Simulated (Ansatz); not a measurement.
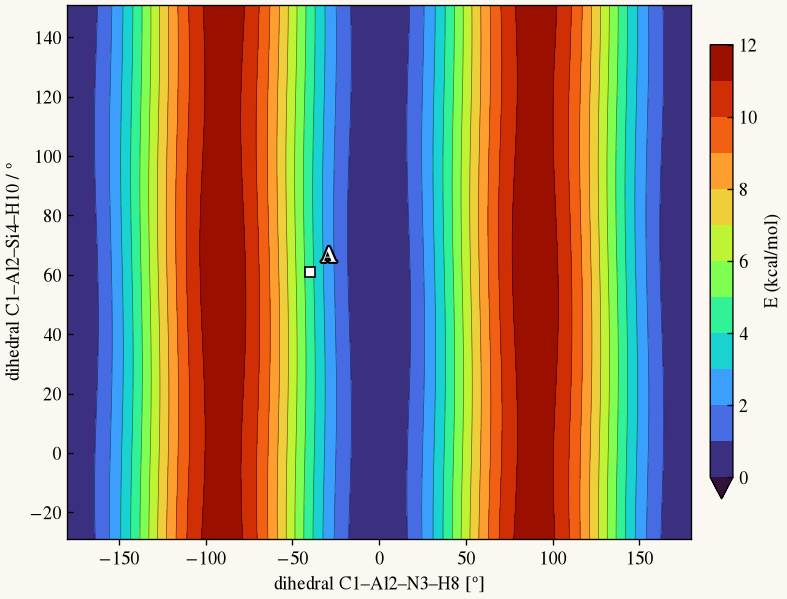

CH8AlNSi, SMILES [CH3][Al]([NH2])[SiH3]. The first coordinate is: dihedral C1–Al2–N3–H8; the second: dihedral C1–Al2–Si4–H10. Nothing is relaxed (all other coordinates rigid). The grid has 18 × 17 points. Points are written as (first, second). All energies are given in kcal/mol relative to the lowest grid point. Method: RKS PBE0-D4/def2-SVP in Ansatz 0.2.0.

In the figure: filled contours, the point A. Between grid points the surface is interpolated.

> Is A at rest? If not, where is it pushed?

A, at (−40°, 61.0°), is not a stationary point. The computed force is 0.19 kcal/mol for each degree towards larger values of dihedral C1–Al2–N3–H8 and 0.0069 kcal/mol for each degree towards larger values of dihedral C1–Al2–Si4–H10.
